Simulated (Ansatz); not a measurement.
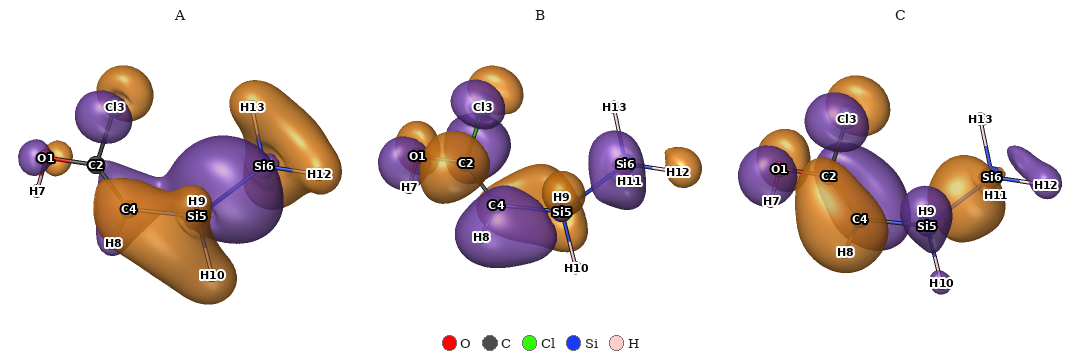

Figure 1: C2H7ClOSi2 (SMILES OC(Cl)=C[SiH2][SiH3]). Three frontier orbitals at ±0.08 Å⁻³ᐟ² (orange and purple are the two phases), in no order.

All numbers below come from RKS r2SCAN/6-31G* (Ansatz 0.2.0).

Input

```
crystal:
  periodic: [false, false, false]
  atoms:
    - { symbol: O, position_ang: [2.2256, -1.3815, -1.8929] }
    - { symbol: C, position_ang: [1.6063, -0.6621, -0.849] }
    - { symbol: Cl, position_ang: [2.3122, -0.9174, 0.6831] }
    - { symbol: C, position_ang: [0.6279, 0.1541, -1.0353] }
    - { symbol: Si, position_ang: [-0.3705, 1.1385, 0.1788] }
    - { symbol: Si, position_ang: [-1.6665, -0.1778, 1.5613] }
    - { symbol: H, position_ang: [1.7323, -1.0922, -2.7131] }
    - { symbol: H, position_ang: [0.1782, 0.2815, -2.0326] }
    - { symbol: H, position_ang: [0.5717, 1.9989, 1.0303] }
    - { symbol: H, position_ang: [-1.2493, 2.0772, -0.5382] }
    - { symbol: H, position_ang: [-2.6122, -1.0063, 0.7588] }
    - { symbol: H, position_ang: [-2.4578, 0.6463, 2.5102] }
    - { symbol: H, position_ang: [-0.8774, -1.094, 2.3536] }
basis:
  gaussian: { orbitals: "6-31G*" }
hamiltonian:
  xc: r2scan
relax:
  f_tol: 0.015
  max_steps: 40
output:
  orbitals: {}
```

Command:

```sh
ansatz run input.yaml --threads 2 --pin off --max-ram 3072MiB --backend cpu --events-out ev --progress --plain --runs-dir out
```

The fields are those of the relaxed geometry.

Which picture is the HOMO−1, the HOMO and the LUMO?

A is the HOMO−1 (−7.56 eV). By Hirshfeld shares it lies mainly on Si5 (about 30 %), Si6 (about 30 %) and C4 (about 10 %). C is the HOMO (−5.96 eV). By Hirshfeld shares it lies mainly on C4 (about 35 %), C2 (about 20 %), O1 (about 15 %), Cl3 (about 10 %), Si5 (about 10 %) and Si6 (about 10 %). B is the LUMO (−0.96 eV). Its weight (Hirshfeld) is mainly on C2 (about 30 %), C4 (about 20 %), Si5 (about 15 %), O1 (about 10 %), Cl3 (about 10 %) and Si6 (about 5 %).

What is the HOMO–LUMO gap?

5.00 eV between the orbital energies.
